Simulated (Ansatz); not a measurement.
## How the geometry moves the gap of BaTiO3 (Pm-3m)

How far does the choice of cell move the gap? The case is BaTiO3 (Pm-3m).

Main program and level: Ansatz 0.2.0; LDA, HSE06 and G0W0, plane waves, PAW.

**What was measured.**

- Gap 3.2 eV: optical gap from first-derivative diffuse reflectance spectrum; UV-vis diffuse reflectance; powder (“Influence of Rapid Heat Treatment on the Photocatalytic Activity and Stability of Barium Titanates Against a Broad Range of Pollutants”, 2024, pmc:11596716).

- Gap 3.28 eV: optical gap from first-derivative diffuse reflectance spectrum; UV-vis diffuse reflectance; powder (commercial cubic reference powder, crystallite size 31.8 nm) (“Influence of Rapid Heat Treatment on the Photocatalytic Activity and Stability of Barium Titanates Against a Broad Range of Pollutants”, 2024, pmc:11596716).

## (1) Starting point

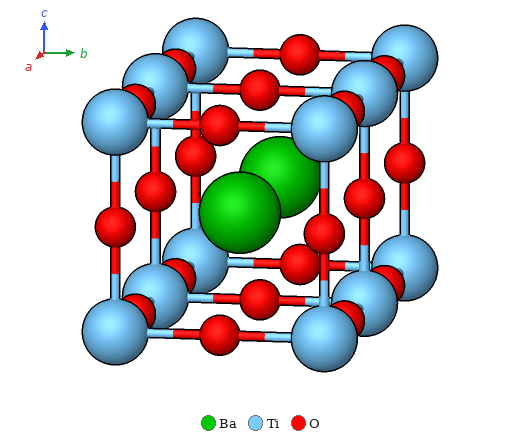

The cell as given, slightly off an axis (barium green, titanium blue, oxygen red). 2×1×1 cells are drawn. Some periodic images of atoms are drawn too.

The cell and positions come from the Crystallography Open Database and are kept as given unless a step says otherwise. Spin-orbit coupling is left out unless a step names it. The default PAW set here is soft_2. Its files were made with PBE.

## (2) LDA bands at the given cell

The cheap functional maps the bands first; the places of the edges decide which points the dearer methods must see.

This step: DFT, LDA, plane waves, PAW.

input.yaml

```yaml
crystal:
  lattice:
    - [4.006, 0.0, 0.0]
    - [0.0, 4.006, 0.0]
    - [0.0, 0.0, 4.006]
  atoms:
    - { symbol: Ba, position: [0.5, 0.5, 0.5] }
    - { symbol: Ti, position: [0.0, 0.0, 0.0] }
    - { symbol: O, position: [0.5, 0.0, 0.0] }
    - { symbol: O, position: [0.0, 0.5, 0.0] }
    - { symbol: O, position: [0.0, 0.0, 0.5] }
kpoints:
  mp_grid: { grid: [6, 6, 6] }
  band_path:
    path:
      - [[0.0, 0.0, 0.0], [0.0, 0.5, 0.0], [0.5, 0.5, 0.0], [0.0, 0.0, 0.0], [0.5, 0.5, 0.5], [0.0, 0.5, 0.0]]
      - [[0.5, 0.5, 0.5], [0.5, 0.5, 0.0]]
    npoints: 10
hamiltonian:
  xc: lda
scf:
  occupations: { method: fermi_dirac, width: 0.02 }
  n_extra_bands: 5
output:
  eigenvalues: true
  forces: true
  stress: true
  write_density: true
  write_potential: true
  elf: true
  volumetric_format: npy
```

The run is started by

```sh
$ ansatz run input.yaml --threads 3 --pin off --max-ram 92160MiB --backend cuda --events-out ev --progress --plain --runs-dir out --devices 1 --max-vram 13GiB
```

Numbers of over 12 decimals in the logs are rounded to 6 here.

Log:

```text
scf.n_extra_bands = 5 over 20 filled bands (N_el = 40.0): the run solves 25 bands
GPUs: using 1 of 1 available (devices: 1).
Engine: ansatz 0.2.0, x86_64-unknown-linux-gnu
Pseudopotentials: kind: paw
Pseudopotential: Ba, paw, valence charge 10, recommended cutoff 420 eV (normal), Ba.paw.azcp
Pseudopotential: Ti, paw, valence charge 12, recommended cutoff 420 eV (normal), Ti.paw.azcp
Pseudopotential: O, paw, valence charge 6, recommended cutoff 420 eV (normal), O.paw.azcp
Functional definition: SPW92
  exchange = slater_x
  correlation = pw_c
device memory: the entry about to start is reckoned to put 0.9 GiB on a device that reports 48.4 GiB free (of which the cap on the GPU budget leaves the run 13.0 GiB)
GPU FFT provider: cuFFT
GPU libraries: cuBLAS 13.8.2, cuFFT 12.4.0, cuSOLVER 12.3.4
Crystal: 5 atoms, lattice volume = 64.288 Å³
Basis set: ecut = 420 eV, 1237 PW (Γ)
Bands: 25, of which v1, the nominal top of the filled ones, is band 20 counted from 1 (19 counted from 0)
Symmetry: 48 space group operations
Space group: Pm-3m (ITA 221), of the structure as read, at distance tolerance 4.0e-5 Å
k-points: 20 of 216
Non-local potential: Ba, projectors of the file, l = 0: 3, l = 1: 2, l = 2: 2, l = 3: 2
Non-local potential: Ti, projectors of the file, l = 0: 3, l = 1: 2, l = 2: 3, l = 3: 1
Non-local potential: O, projectors of the file, l = 0: 2, l = 1: 2, l = 2: 1
PAW form: soft (Blöchl's): semilocal exchange-correlation on the pseudo side does not see the compensation charge
PAW frozen core: Ba, regenerated for the run's functional, and the local potential with it (the file was generated under x = pbe(κ = 0.804, μ = 0.219515), c = pbe(β = 0.066725))
PAW frozen core: Ti, regenerated for the run's functional, and the local potential with it (the file was generated under x = pbe(κ = 0.804, μ = 0.219515), c = pbe(β = 0.066725))
PAW frozen core: O, regenerated for the run's functional, and the local potential with it (the file was generated under x = pbe(κ = 0.804, μ = 0.219515), c = pbe(β = 0.066725))
PAW one-centre angular grid: Ba, 194 points (default); XC on 64 Gauss nodes
PAW one-centre angular grid: Ti, 590 points (default); XC on 64 Gauss nodes
PAW one-centre angular grid: O, 110 points (default); XC on 64 Gauss nodes
Initial density: superposition of atomic densities (neutral atoms: chi_scale 0, normalization atom), corrected by the library's trained network
Initial wavefunctions: pseudopotential atomic-orbital guess
GPU buffer pool allocated for 19683 grid points (all kernels)
GPU transforms: local potential and band sums: pruned to the plane-wave sphere, on 27×27×27
Functional: x = slater, c = lda
SCF iter   1: F=—  HF=-9904.437767 eV  |F-HF|=—  |Δ(HF+E_count)|=         —  Δρ=1.92e-2  dr2=2.32e-1  ethr=1.77e-3  ⟨swp⟩=6.5  Hψ=2521  notcnv=0
preconditioner: auto → Resta (q_TF=auto, 2.521 Å⁻¹)  ε∞=6.1  [insulator: Δε(μ)=1.464 eV  Ē_g=11.648 eV  σ=0.020 eV  W_gap=1.00  n_scr=18 (ndim 8)  ℏωp=26.2 eV  f_vac=0.000  D(μ)=0.00/eV (n_scr^D=0)  ε∞_Penn≈6.1]
SCF iter   2: F=—  HF=-9904.396558 eV  |F-HF|=—  |Δ(HF+E_count)|=   4.12e-2  Δρ=6.03e-3  dr2=2.93e-2  ethr=5.81e-4  ⟨swp⟩=2.6  Hψ=944  notcnv=0  defer=19
SCF iter   3: F=—  HF=-9904.392334 eV  |F-HF|=—  |Δ(HF+E_count)|=   4.22e-3  Δρ=2.15e-3  dr2=3.91e-3  ethr=7.32e-5  ⟨swp⟩=2.0  Hψ=697  notcnv=0  defer=20
SCF iter   4: F=—  HF=-9904.391631 eV  |F-HF|=—  |Δ(HF+E_count)|=   7.03e-4  Δρ=1.81e-4  dr2=3.05e-5  ethr=9.78e-6  ⟨swp⟩=2.0  Hψ=845  notcnv=0  defer=20
SCF iter   5: F=—  HF=-9904.391602 eV  |F-HF|=—  |Δ(HF+E_count)|=   2.87e-5  Δρ=2.88e-5  dr2=5.99e-7  ethr=7.63e-8  ⟨swp⟩=2.4  Hψ=842  notcnv=0  defer=20
SCF iter   6: F=-9904.391602 eV  HF=-9904.391602 eV  |F-HF|=6.48e-9  |Δ(HF+E_count)|=   1.70e-7  Δρ=5.82e-6  dr2=1.94e-8  ethr=2.50e-10  ⟨swp⟩=13.1  Hψ=4508  notcnv=0
SCF 1 converged in 6 iterations: F = -9904.391602 eV  dr2 = 1.94e-8
[...]
device memory: the entry about to start is reckoned to put 1.5 GiB on a device that reports 51.2 GiB free (of which the cap on the GPU budget leaves the run 13.0 GiB)
NSCF: frozen V_eff on 62 k-points, pencils in batches of 32, up to order 112
SCF converged after 6 iterations
Free energy (F): -9904.391602 eV
Harris-Foulkes:  -9904.391602 eV  (|F-HF|=6.48e-9)
Internal energy: -9904.391602 eV  (E = F + TS)
E sigma→0 (E₀):  -9904.391602 eV
Fermi energy:    10.749567 eV
--- Per-component energies (eV) ---
  E_band       = -151.744619
  E_kinetic    = 963.994969
  E_local      = -2100.746041  (includes V_loc(G=0)·N_el)
  E_nonlocal   = 215.831825
  E_hartree    = 813.098219
  E_xc         = -484.655611
  E_vxc        = -541.855639  (∫ρ·V_xc dr)
  E_paw        = -6494.415409  (= ΣΔE_a)
  E_vpaw       = -315.173323  (= ΣTr[D̂ρ^β])
  E_aug_tail   = 0.007421  (compensation charges beyond the density's cutoff)
  E_ewald      = -2818.406203
  E_core_change = 0.899230  (= ΣΔE_core)
  E_smearing   = -0.000000  (= −TS)
  E_closure    = -0.000000  (closes the sum)
  Σ components = -9904.391602   (vs F -9904.391602, Δ=0.00e0)
--- Forces (eV/Å), atoms counted from 1 ---
  atom   1  Ba     0.00000000     0.00000000     0.00000000
  atom   2  Ti    -0.00000000     0.00000000     0.00000000
  atom   3  O     -0.00000000    -0.00000000     0.00000000
  atom   4  O      0.00000000     0.00000000     0.00000000
  atom   5  O      0.00000000     0.00000000     0.00000000
  max |Σ_I F_I| component: 6.46e-27 eV/Å
--- Stress (GPa, compression-positive) ---
       -9.361878       0.000000       0.000000
        0.000000      -9.361878       0.000000
        0.000000       0.000000      -9.361878
  P = ⅓ Tr σ = -9.3619 GPa (-93.619 kbar)
--- Band table (eV; the first three rows and the last of 20) ---
  k-point 0: bands = [... 16 lower, 8.7613, 9.7796, 9.7796, 9.7796, 11.6035, 11.6035, 11.6035, 13.8726, ... 1 higher]
  k-point 1: bands = [... 16 lower, 8.5381, 9.1479, 9.5913, 9.5913, 11.6353, 12.1331, 12.1331, 13.8745, ... 1 higher]
  k-point 2: bands = [... 16 lower, 8.1531, 8.2859, 9.3197, 9.3197, 11.7010, 12.9871, 12.9871, 13.8772, ... 1 higher]
  k-point 19: bands = [... 16 lower, 7.5353, 9.8842, 9.8842, 9.8842, 14.0573, 14.0573, 14.0573, 16.6549, ... 1 higher]
```

Run time: 5.8 s. Hardware: 1 × NVIDIA H100 80GB HBM3 (shared by 6 runs) with 3 threads of AMD EPYC 7R13 (Zen 3), shared host; peak memory 0.92 GiB.

The column dr2 measures how far the density is from self-consistency, as an energy; F and HF (Harris–Foulkes) agree once it is small.

This step gave:

- pressure: -9.362 GPa
- filled bands: 20
- gap: 1.719 eV
- valence top at: R
- conduction bottom at: Γ
- least direct gap: 1.824 eV

The gap is indirect, with the least direct gap 0.10 eV higher. The pressure of -9 GPa says that this functional would shrink the cell; it is kept.

## (3) Relaxing cell and ions

Gaps follow bond lengths, so the structure is brought to rest first.

input.yaml, the sections that differ from step 2:

```yaml
kpoints:
  mp_grid: { grid: [6, 6, 6] }
scf:
  occupations: { method: fermi_dirac, width: 0.02 }
relax:
  f_tol: 0.01
  max_steps: 60
  cell: {}
# crystal, hamiltonian: as in step 2
# output: removed
```

Log:

```text
GPUs: using 1 of 1 available (devices: 1).
[...]
GPU FFT provider: cuFFT
GPU libraries: cuBLAS 13.8.2, cuFFT 12.4.0, cuSOLVER 12.3.4
Crystal: 5 atoms, lattice volume = 64.288 Å³
Basis set: ecut = 420 eV, 1237 PW (Γ)
Bands: 25, of which v1, the nominal top of the filled ones, is band 20 counted from 1 (19 counted from 0)
Symmetry: 48 space group operations
[...]
k-points: 20 of 216
[...]
GPU buffer pool allocated for 19683 grid points (all kernels)
[...]
SCF iter   1: F=—  HF=-9904.437767 eV  |F-HF|=—  |Δ(HF+E_count)|=         —  Δρ=1.92e-2  dr2=2.32e-1  ethr=1.77e-3  ⟨swp⟩=6.5  Hψ=2521  notcnv=0
[...]
SCF iter   6: F=-9904.391602 eV  HF=-9904.391602 eV  |F-HF|=6.47e-9  |Δ(HF+E_count)|=   1.70e-7  Δρ=5.82e-6  dr2=1.94e-8  ethr=2.50e-10  ⟨swp⟩=5.0  Hψ=1933  notcnv=0
SCF 1 converged in 6 iterations: F = -9904.391602 eV  dr2 = 1.94e-8
[...]
relax step   1: F+E_penalty+E_count = -9904.39160178 eV  Δ(F+E_penalty+E_count) = +0.000e0 eV  max|allowed force component| = 9.357e-25 eV/Å  Δτ_max = 0.0000 Å  P = -9.362 GPa  Ω = 64.288 Å³  (6 SCF iters, dr2 threshold 1.00e-7 eV, accepted)
[...]
relax step   2: F+E_penalty+E_count = -9904.50748365 eV  Δ(F+E_penalty+E_count) = -1.159e-1 eV  max|allowed force component| = 3.877e-25 eV/Å  Δτ_max = 0.0000 Å  P = +1.328 GPa  Ω = 60.615 Å³  energy of the carried Pulay correction = +1.749e-2 eV  (6 SCF iters, dr2 threshold 5.00e-7 eV, accepted)
[...]
relax step   4: F+E_penalty+E_count = -9904.50717595 eV  Δ(F+E_penalty+E_count) = -1.770e-4 eV  max|allowed force component| = 5.143e-27 eV/Å  Δτ_max = 0.0000 Å  P = -0.001 GPa  Ω = 61.014 Å³  energy of the carried Pulay correction = +1.554e-2 eV  (6 SCF iters, dr2 threshold 3.13e-8 eV, accepted)
[...]
relax step   6: F+E_penalty+E_count = -9904.49581716 eV  Δ(F+E_penalty+E_count) = -6.180e-4 eV  max|allowed force component| = 3.059e-26 eV/Å  Δτ_max = 0.0000 Å  P = +0.000 GPa  Ω = 60.910 Å³  energy of the carried Pulay correction = +5.068e-4 eV  (6 SCF iters, dr2 threshold 2.91e-7 eV, accepted)
[...]
relax step   7: F+E_penalty+E_count = -9904.49525781 eV  Δ(F+E_penalty+E_count) = +5.593e-4 eV  max|allowed force component| = 8.877e-29 eV/Å  Δτ_max = 0.0000 Å  P = -0.007 GPa  Ω = 60.910 Å³  stress off target by 7.23e-3 GPa  SCF on the basis re-selected at this cell (its energy is not comparable with the rows above)  (8 SCF iters)
[...]
SCF converged after 8 iterations
Free energy (F): -9904.495258 eV
[...]
Internal energy: -9904.495258 eV  (E = F + TS)
E sigma→0 (E₀):  -9904.495258 eV
Fermi energy:    11.586856 eV
[...]
--- Stress (GPa, compression-positive) ---
       -0.007233       0.000000      -0.000000
        0.000000      -0.007233       0.000000
       -0.000000       0.000000      -0.007233
  P = ⅓ Tr σ = -0.0072 GPa (-0.072 kbar)
--- Band table (eV; the first three rows and the last of 20) ---
  k-point 0: bands = [... 16 lower, 9.4502, 10.6253, 10.6253, 10.6253, 12.4939, 12.4939, 12.4939, 15.0374, ... 1 higher]
  k-point 1: bands = [... 16 lower, 9.2071, 9.9605, 10.4223, 10.4223, 12.5300, 13.0712, 13.0712, 15.0447, ... 1 higher]
  k-point 2: bands = [... 16 lower, 8.8523, 9.0441, 10.1241, 10.1241, 12.6046, 14.0074, 14.0074, 15.0509, ... 1 higher]
  k-point 19: bands = [... 16 lower, 8.3671, 10.6667, 10.6667, 10.6667, 15.1882, 15.1882, 15.1882, 17.7041, ... 1 higher]
--- Relaxed structure (5 steps of the walk, 5 accepted, 2 SCFs on fresh bases) ---
  F+E_penalty+E_count = -9904.49525781 eV   max|allowed force component| = 8.877e-29 eV/Å   (the final SCF, on the basis selected at the relaxed cell)
  cell:  # Å, volume = 60.9101 Å³
    - [3.934562, 0, 0]
    - [0, 3.934562, 0.0]
    - [0, 0.0, 3.934562]
  atoms:
    - { symbol: Ba, position: [0.500000, 0.500000, 0.500000] }
    - { symbol: Ti, position: [0, 0, 0] }
    - { symbol: O, position: [0.500000, 0, 0] }
    - { symbol: O, position: [0, 0.500000, 0] }
    - { symbol: O, position: [0, 0, 0.500000] }
```

The job ended after 11 s (1 × NVIDIA H100 80GB HBM3 (shared by 6 runs) with 3 threads; peak memory 0.95 GiB; 12 s of CPU time).

The steps of the relaxation:

```
step  energy less that of the first step (eV)  largest force component (eV/Å)  pressure (GPa)  volume (Å³)
   1                                   0.0000                          0.0000           -9.36        64.29
   2                                  -0.1159                          0.0000            1.33        60.62
   3                                  -0.1154                          0.0000           -0.11        61.05
   4                                  -0.1156                          0.0000            0.00        61.01
  5*                                  -0.1036                          0.0000           -0.34        61.01
   6                                  -0.1042                          0.0000            0.00        60.91
  7*                                  -0.1037                          0.0000           -0.01        60.91
```

Relaxation steps marked * repeat the geometry before them on a plane-wave basis chosen anew for their cell, so energy and pressure can jump there.

The run keeps the 48 symmetry operations that it works with, so distortions that break them were not tested.

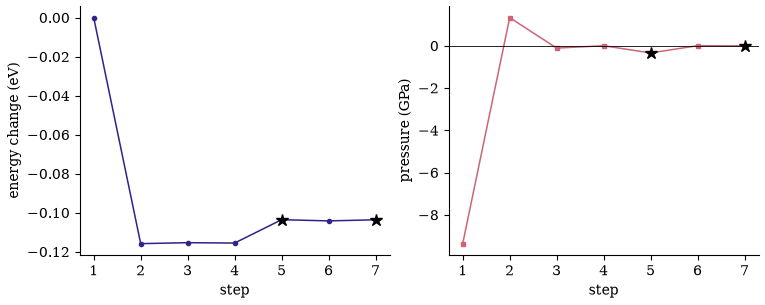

Energy and pressure along the relaxation. Stars mark steps on a basis chosen anew.

```
conventional cell, symmetrised  before  after  change
                         a (Å)   4.006  3.935  -1.8 %
                         b (Å)   4.006  3.935  -1.8 %
                         c (Å)   4.006  3.935  -1.8 %
              volume (Å³/atom)   12.86  12.18  -5.3 %
```

The relaxed structure:

```cif
data_structure
_symmetry_space_group_name_H-M 'P 1'
_symmetry_Int_Tables_number 1
_cell_length_a 3.9346
_cell_length_b 3.9346
_cell_length_c 3.9346
_cell_angle_alpha 90.000
_cell_angle_beta 90.000
_cell_angle_gamma 90.000
_cell_volume 60.91
loop_
_atom_site_label
_atom_site_type_symbol
_atom_site_fract_x
_atom_site_fract_y
_atom_site_fract_z
_atom_site_occupancy
Ba1 Ba 0.50000 0.50000 0.50000 1
Ti2 Ti 0.00000 0.00000 0.00000 1
O3 O 0.50000 0.00000 0.00000 1
O4 O 0.00000 0.50000 0.00000 1
O5 O 0.00000 0.00000 0.50000 1
```

## (4) LDA at the relaxed cell

input.yaml

```yaml
crystal:
  lattice:
    - [3.9345624912, 0.0, 0.0]
    - [0.0, 3.9345624912, 0.0]
    - [0.0, 0.0, 3.9345624912]
  atoms:
    - { symbol: Ba, position: [0.5, 0.5, 0.5] }
    - { symbol: Ti, position: [0.0, 0.0, 0.0] }
    - { symbol: O, position: [0.5, 0.0, 0.0] }
    - { symbol: O, position: [0.0, 0.5, 0.0] }
    - { symbol: O, position: [0.0, 0.0, 0.5] }
kpoints:
  mp_grid: { grid: [6, 6, 6] }
  band_path:
    path:
      - [[0.0, 0.0, 0.0], [0.0, 0.5, 0.0], [0.5, 0.5, 0.0], [0.0, 0.0, 0.0], [0.5, 0.5, 0.5], [0.0, 0.5, 0.0]]
      - [[0.5, 0.5, 0.5], [0.5, 0.5, 0.0]]
    npoints: 10
hamiltonian:
  xc: lda
scf:
  occupations: { method: fermi_dirac, width: 0.02 }
  n_extra_bands: 5
output:
  eigenvalues: true
  forces: true
  stress: true
  write_density: true
  write_potential: true
  elf: true
  volumetric_format: npy
```

Log:

```text
[...]
GPUs: using 1 of 1 available (devices: 1).
[...]
GPU FFT provider: cuFFT
GPU libraries: cuBLAS 13.8.2, cuFFT 12.4.0, cuSOLVER 12.3.4
Crystal: 5 atoms, lattice volume = 60.910 Å³
Basis set: ecut = 420 eV, 1213 PW (Γ)
Bands: 25, of which v1, the nominal top of the filled ones, is band 20 counted from 1 (19 counted from 0)
Symmetry: 48 space group operations
[...]
k-point 0: bands = [... 16 lower, 9.4501, 10.6253, 10.6253, 10.6253, 12.4938, 12.4938, 12.4938, 15.0374, ... 1 higher]
  k-point 1: bands = [... 16 lower, 9.2071, 9.9604, 10.4222, 10.4222, 12.5300, 13.0712, 13.0712, 15.0447, ... 1 higher]
  k-point 2: bands = [... 16 lower, 8.8523, 9.0441, 10.1240, 10.1240, 12.6045, 14.0074, 14.0074, 15.0509, ... 1 higher]
  k-point 19: bands = [... 16 lower, 8.3671, 10.6667, 10.6667, 10.6667, 15.1882, 15.1882, 15.1882, 17.7041, ... 1 higher]
[key lines of the parts left out:]
SCF converged after 6 iterations
Free energy (F): -9904.495258 eV
Fermi energy:    11.586830 eV
P = ⅓ Tr σ = -0.0073 GPa (-0.073 kbar)
```

Run time: 13 s. Hardware: 1 × NVIDIA H100 80GB HBM3 (shared by 6 runs) with 3 threads; peak memory 0.93 GiB.

Numbers from this step:

* pressure: -0.007319 GPa
* gap: 1.827 eV
* valence top at: R
* conduction bottom at: Γ
* least direct gap: 1.869 eV

The gap is indirect, with the least direct gap 0.04 eV higher.

## (5) HSE06 at the relaxed cell

HSE06 mixes in a quarter of exact exchange at short range. Exchange couples all pairs of k points, which makes a full band path dear, so levels are read on the mesh and at chosen points.

This step: DFT, HSE06, plane waves, PAW.

input.yaml

```yaml
crystal:
  lattice:
    - [3.9345624912, 0.0, 0.0]
    - [0.0, 3.9345624912, 0.0]
    - [0.0, 0.0, 3.9345624912]
  atoms:
    - { symbol: Ba, position: [0.5, 0.5, 0.5] }
    - { symbol: Ti, position: [0.0, 0.0, 0.0] }
    - { symbol: O, position: [0.5, 0.0, 0.0] }
    - { symbol: O, position: [0.0, 0.5, 0.0] }
    - { symbol: O, position: [0.0, 0.0, 0.5] }
kpoints:
  mp_grid: { grid: [4, 4, 4] }
  band_path:
    path: [[0.0, 0.0, 0.0], [0.0, 0.5, 0.0], [0.5, 0.5, 0.0], [0.5, 0.5, 0.5]]
    npoints: 1
hamiltonian:
  xc: hse06
scf:
  occupations: { method: fixed }
  n_extra_bands: 5
output:
  eigenvalues: true
  write_density: true
  write_potential: true
  elf: true
  volumetric_format: npy
```

Log:

```text
[...]
GPUs: using 1 of 1 available (devices: 1).
[...]
davidson cushion auto → on  (no smearing: the cushion is to keep the highest requested band from converging to the state above it; pin scf.eigensolver.cushion to override)
[...]
GPU FFT provider: cuFFT
GPU libraries: cuBLAS 13.8.2, cuFFT 12.4.0, cuSOLVER 12.3.4
Crystal: 5 atoms, lattice volume = 60.910 Å³
Basis set: ecut = 420 eV, 1213 PW (Γ)
[...]
Fermi energy:    10.015331 eV
[...]
--- Band table (eV; the first three rows and the last of 10) ---
  k-point 0: bands = [... 16 lower, 8.7300, 9.9849, 9.9849, 9.9849, 13.3460, 13.3460, 13.3460, 15.7405, ... 1 higher]
  k-point 1: bands = [... 16 lower, 8.2894, 8.7471, 9.5976, 9.5976, 13.4273, 14.4532, 14.4532, 15.7502, ... 1 higher]
  k-point 2: bands = [... 16 lower, 8.0541, 8.0541, 9.2887, 9.2887, 13.5128, 15.4280, 15.4280, 15.7556, ... 1 higher]
  k-point 9: bands = [... 16 lower, 7.6062, 10.0153, 10.0153, 10.0153, 16.3034, 16.3034, 16.3034, 18.7046, ... 1 higher]
[key lines of the parts left out:]
Free energy (F): -10163.400876 eV
```

The job ended after 23 s (1 × NVIDIA H100 80GB HBM3 (shared by 6 runs) with 3 threads; peak memory 1.1 GiB).

This step gave:

```yaml
gap: 3.331 eV
valence_top_at: R
conduction_bottom_at: Γ
least_direct_gap: 3.361 eV
```

The gap stands +1.50 eV against LDA.

[end of part 1 of 2]

[Paths, hosts, dates, memory and timing lines, banners, echoed tables and standing remarks are left out of the program output.]

[Logs are printed without paths, hosts, clocks, repeated set-up lines and the standing remarks that a program may print on its own settings, such as how far it seeks lower states.]

[Runs of the session that timed out or met a known fault of the program may be left out.]

[Cells called generated may have been cut or substituted from an entry of the Crystallography Open Database or the Materials Project.]

[Hosts, paths, dates, database ids (printed as entryN), source tags and the programs' standing remarks are cut or masked in the printed files.]
